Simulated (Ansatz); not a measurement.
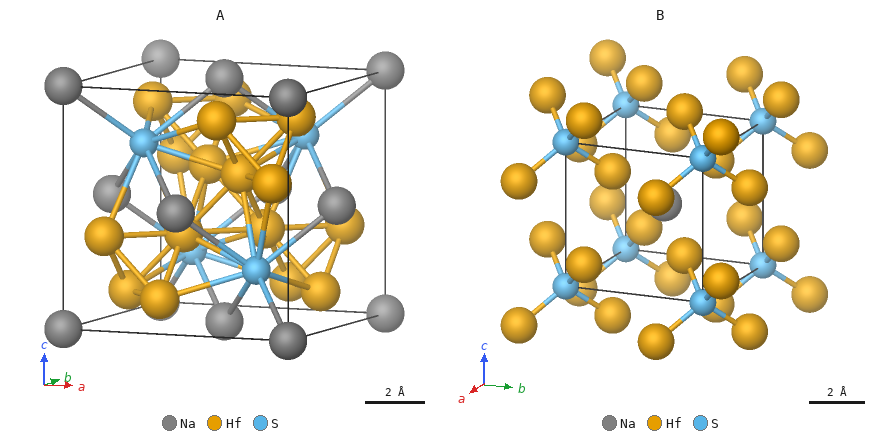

Two structures of NaHf₄S, each relaxed to rest (conventional cells in solid outline, small ones repeated, not to one scale). Method: Ansatz 0.2.0, DFT PBE, scalar-relativistic, plane waves, PAW, without spin polarisation.

Describe A and B.

Answer. A: 24 atoms a cell on a face-centred cubic lattice, F-43m. B: 6 atoms a cell on a primitive cubic lattice, P-43m.

Which is the more stable form at this level of theory?

Answer. A is lower, by 643 meV/atom at this level of theory (energies at zero smearing). Volumes: A 24.2, B 27.8 Å³/atom.

One or both may be structure types tried for this composition rather than known phases.
